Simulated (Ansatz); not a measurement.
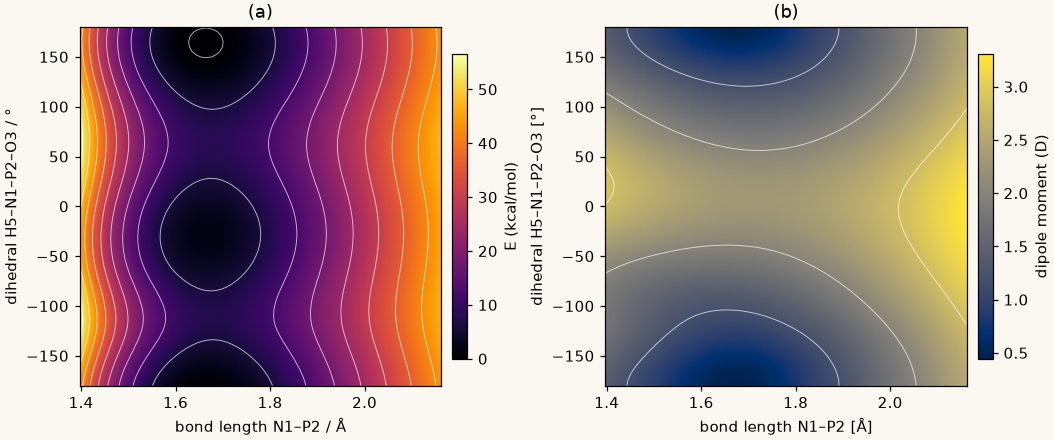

H₄NO₂P, SMILES NP(O)O. Coordinates scanned: (1) bond length N1–P2; (2) dihedral H5–N1–P2–O3. Nothing is relaxed (all other coordinates rigid). Grid: 13 × 12 points. Energies: kcal/mol, counted from the lowest grid point. Computed with RHF/def2-TZVP in Ansatz 0.2.0.

Panel (a) is the energy and panel (b) the computed dipole moment on the same grid.

The picture shows a smooth colour map with a few white contour lines. Between grid points the surface is interpolated.

How does the dipole moment vary over the map, and what is it at the lowest grid point?

Leaving out the highest fifth of the energies, it runs from 0.45 D at bond length N1–P2 = 1.652 Å, dihedral H5–N1–P2–O3 = −180° to 3.03 D at bond length N1–P2 = 2.098 Å, dihedral H5–N1–P2–O3 = −30°. At the lowest grid point, bond length N1–P2 = 1.652 Å, dihedral H5–N1–P2–O3 = 150°, it is 0.78 D.
